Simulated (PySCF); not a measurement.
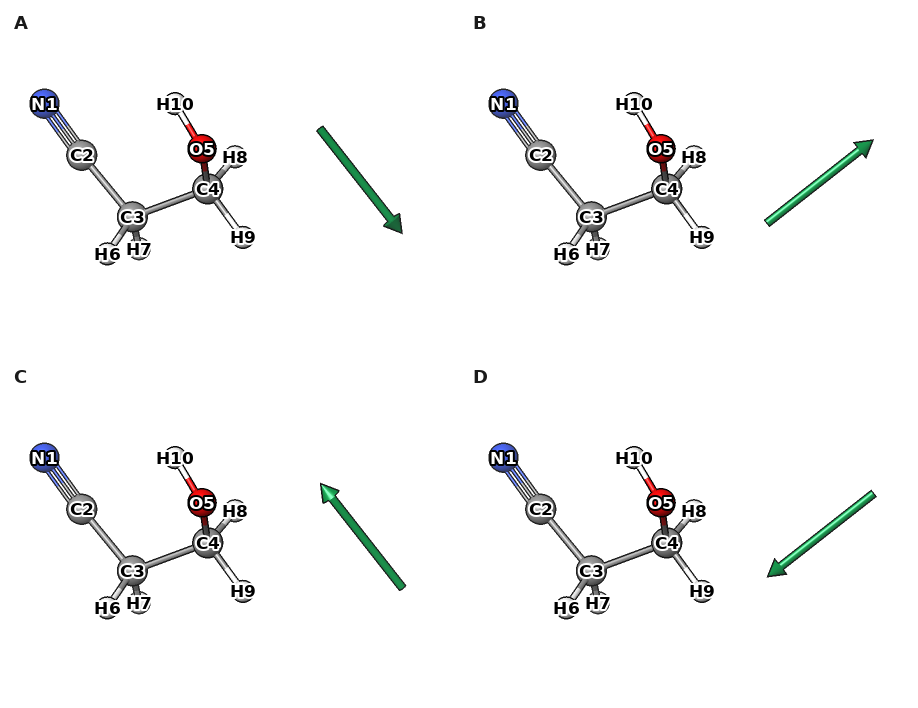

The same molecule four times, each with an arrow. The geometry was computed by an optimisation with PBE0-D3(BJ)/def2-SVP. No frequency run is at hand to confirm it as a minimum. Level of theory: KT2/pcSseg-2, gas phase (PySCF 2.14.0).

### Which arrow points along the dipole moment, from the negative to the positive end?

A. The dipole moment is 3.18 D; it points from the side of N1 to the side of H9 (the outermost atoms at the two ends).
